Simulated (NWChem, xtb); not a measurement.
CH10Si3 (SMILES C[SiH]([SiH3])[SiH3]): the dipole moment, rung by rung

CH10Si3: 14 atoms, total charge 0, spin state singlet. As SMILES, `C[SiH]([SiH3])[SiH3]`. Geometry: relaxed at PBE0-D4/def2-TZVP.

Quantity: the dipole moment, in D. The values are calculated.

```tsv
level	kind	program	value (D)	CPU time
GFN2-xTB	semi-empirical	xtb	0.75	under 2 s
GFN0-xTB	semi-empirical	xtb	1.39	under 2 s
GFN1-xTB	semi-empirical	xtb	1.57	under 2 s
HF/STO-3G	Hartree–Fock	NWChem	0.36	5.1 s
HF/3-21G	Hartree–Fock	NWChem	0.94	5.8 s
HF/6-31G	Hartree–Fock	NWChem	0.93	16 s
B3LYP/6-31G* (Cartesian functions)	global hybrid	NWChem	1.06	35 s
PBE0/def2-SVP	global hybrid	NWChem	1.01	42 s
```

The values span 0.36 to 1.57 D. Magnitudes only. Sets without polarisation functions give poor dipoles. CPU times are rough (shared hosts, several kinds of processor and program).

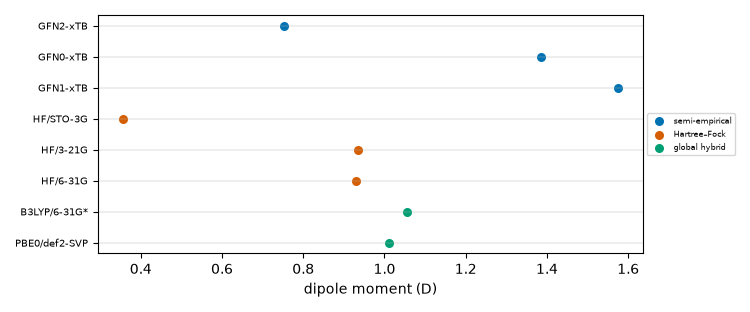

The values of the table, level by level.
